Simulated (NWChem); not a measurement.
# P4 (SMILES P12P3P1P23): levels of theory compared

Aim: a comparison of 4 runs (HF/STO-3G, HF/3-21G, B3LYP/6-31G*) of P4. 

The results are computed with NWChem 7.3.0.

1 further run of the same task is left out (set aside as unsound or not needed).

## (1) The molecule

The species is P4 (4 atoms), meant as a singlet with charge 0. As SMILES, `P12P3P1P23`. Geometry: relaxed at PBE0-D4/def2-TZVP.

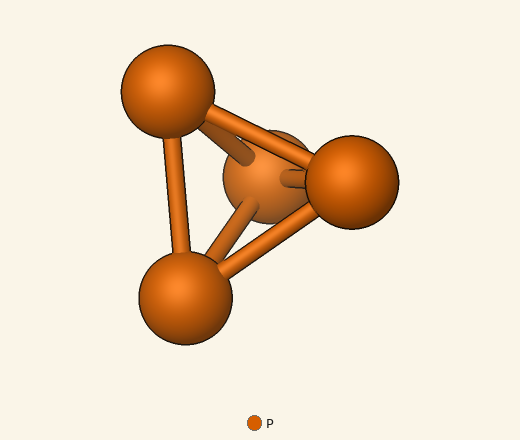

The structure, seen from a chosen angle (phosphorus orange).

## (2) Energy and forces at HF/STO-3G (run 1)

m1.xyz reads:

```xyz
4

P     -0.724800    -0.100000     1.119400
P      1.294900     0.109800     0.315700
P     -0.185000    -1.091700    -0.749800
P     -0.385100     1.081900    -0.685200
```

m1.nw reads:

```
start m1
memory stack 880 mb heap 220 mb global 1100 mb
charge 0
geometry units angstroms noautosym nocenter noautoz
   load m1.xyz
end
basis spherical bse
   * library STO-3G
end
scf
   thresh 1e-08
   maxiter 80
   print low
end
task scf gradient
```

Command:

```sh
$ nwchem m1.nw > m1.out
```

The program printed:

```text
[...]
  functions       =    36
[...]
  wavefunction    = RHF
[...]
         Total SCF energy =  -1347.649608985825
      One-electron energy =  -2531.734974847474
      Two-electron energy =    856.952917971218
 Nuclear repulsion energy =    327.132447890431
        Time for solution =      0.8s
[...]
                         RHF ENERGY GRADIENTS
    atom               coordinates                        gradient
                 x          y          z           x          y          z
   1 P      -1.369673  -0.188973   2.115359   -0.014926  -0.002063   0.023019
   2 P       2.447006   0.207492   0.596586    0.026683   0.002254   0.006502
   3 P      -0.349599  -2.063014  -1.416917   -0.003816  -0.022440  -0.015416
   4 P      -0.727733   2.044495  -1.294840   -0.007941   0.022250  -0.014105
 Task  times  cpu:        1.0s     wall:        1.0s
 Total times  cpu:        1.0s     wall:        1.0s
```

Run time: 1.5 s. Hardware: 1 thread of Intel Xeon Platinum 8488C (Sapphire Rapids), shared host; peak memory 0.1 GiB.

## (3) Energy and forces at HF/3-21G (run 2)

a.nw reads:

```
echo
start a
memory 2200 mb
charge 0

geometry noautosym nocenter noautoz
   P     -0.724800    -0.100000     1.119400
   P      1.294900     0.109800     0.315700
   P     -0.185000    -1.091700    -0.749800
   P     -0.385100     1.081900    -0.685200
end

basis spherical bse
   * library 3-21G
end

scf
   thresh 1e-08
   maxiter 80
end

task scf gradient
```

Command:

```sh
$ nwchem a.nw > a.out
```

The program printed:

```text
[...]
  functions       =    52
[...]
  wavefunction    = RHF
[...]
         Total SCF energy =  -1355.896780490755
      One-electron energy =  -2528.705287572517
      Two-electron energy =    845.676059191331
 Nuclear repulsion energy =    327.132447890431
        Time for solution =      1.2s
[...]
                         RHF ENERGY GRADIENTS
    atom               coordinates                        gradient
                 x          y          z           x          y          z
   1 P      -1.369673  -0.188973   2.115359    0.065367   0.009016  -0.100981
   2 P       2.447006   0.207492   0.596586   -0.116768  -0.009909  -0.028469
   3 P      -0.349599  -2.063014  -1.416917    0.016679   0.098493   0.067646
   4 P      -0.727733   2.044495  -1.294840    0.034721  -0.097599   0.061804
[...]
```

It took 2 s on 1 thread of Intel Xeon Platinum 8488C (Sapphire Rapids), shared host; peak memory 0.1 GiB.

Run 3 isn't shown in full; the table further down has it.

## (4) Energy and gradient at B3LYP/6-31G(d) (Cartesian functions) (run 4)

mol.nw reads:

```
start mol
title "P4"
memory 2200 mb

geometry units angstroms noautosym nocenter noautoz
 P     -0.724800    -0.100000     1.119400
 P      1.294900     0.109800     0.315700
 P     -0.185000    -1.091700    -0.749800
 P     -0.385100     1.081900    -0.685200
end

basis cartesian
 P library 6-31G*
end

dft
 xc b3lyp
 grid xfine
 convergence energy 1e-08
 maxiter 100
 mulliken
end

task dft gradient
```

Command:

```sh
$ nwchem mol.nw > mol.out
```

The program printed:

```text
[...]
          Wavefunction type:  closed shell.
          No. of atoms     :     4
          No. of electrons :    60
[...]
          Charge           :     0
          Spin multiplicity:     1
[...]
          AO basis - number of functions:    76
[...]
              XC Information
              --------------
                         B3LYP Method XC Potential
                     Hartree-Fock (Exact) Exchange  0.200
                        Slater Exchange Functional  0.800 local
                    Becke 1988 Exchange Functional  0.720 non-local
              Lee-Yang-Parr Correlation Functional  0.810
                  VWN I RPA Correlation Functional  0.190 local
[...]
 d= 0,ls=0.0,diis     1  -1365.3950138740 -1.69D+03  1.44D-02  5.46D-01     2.1
[...]
 d= 0,ls=0.0,diis     7  -1365.4404417969 -9.74D-10  7.31D-07  1.32D-09    12.0
         Total DFT energy =    -1365.440441796855
      One electron energy =    -2540.025255131211
           Coulomb energy =      940.533922537384
    Exchange-Corr. energy =      -93.081557093460
 Nuclear repulsion energy =      327.132447890431
[...]
      Total Density - Mulliken Population Analysis
     ---------------------------------------------
    Atom       Charge   Shell Charges
 -----------   ------   -------------------------------------------------------
    1 P   15    15.00   2.00  1.99  5.97  1.34  2.29  0.66  0.68  0.07
    2 P   15    15.00   2.00  1.99  5.97  1.34  2.29  0.66  0.68  0.07
    3 P   15    15.00   2.00  1.99  5.97  1.34  2.29  0.66  0.68  0.07
    4 P   15    15.00   2.00  1.99  5.97  1.34  2.29  0.66  0.68  0.07
[...]
  wavefunction    = closed shell
                         DFT ENERGY GRADIENTS
    atom               coordinates                        gradient
                 x          y          z           x          y          z
   1 P      -1.369673  -0.188973   2.115359    0.009839   0.001355  -0.015218
   2 P       2.447006   0.207492   0.596586   -0.017567  -0.001496  -0.004285
   3 P      -0.349599  -2.063014  -1.416917    0.002507   0.014848   0.010196
   4 P      -0.727733   2.044495  -1.294840    0.005220  -0.014708   0.009306
[...]
```

Wall time 16 s (1 thread of Intel Xeon Platinum 8488C (Sapphire Rapids), shared host); peak memory 0.13 GiB.

## (5) The series

| run | level | iteration cap | module | energy (Eh) | largest force (eV/Å) | wall time |
| --- | --- | --- | --- | --- | --- | --- |
| 1 | HF/STO-3G | 80 | scf | -1347.649609 | 1.417 | 1.5 s |
| 2 | HF/3-21G | 80 | scf | -1355.896780 | 6.204 | 2 s |
| 3 | B3LYP/6-31G* (spherical functions) | 100 | dft | -1365.429983 | 0.919 | 16 s |
| 4 | B3LYP/6-31G* (Cartesian functions) | 100 | dft | -1365.440442 | 0.935 | 16 s |

## (6) Outcome

| quantity | value |
| --- | --- |
| run 4: total energy | -1365.44044 Eh |
| run 4: dipole moment | 0.00 D |
| run 4: HOMO energy | -7.46 eV |
| run 4: LUMO energy | -0.87 eV |
| run 4: HOMO–LUMO gap | 6.58 eV |
| run 4: largest force on an atom | 0.935 eV/Å |

What this shows: Over runs 2, 3, 4 the HOMO–LUMO gap runs from 6.58 eV (B3LYP/6-31G*) to 12.52 eV (HF/3-21G). The two ends differ in method and basis. In run 1 the basis is minimal, so the values are rough. All runs together took 35 s, the longest 16 s.
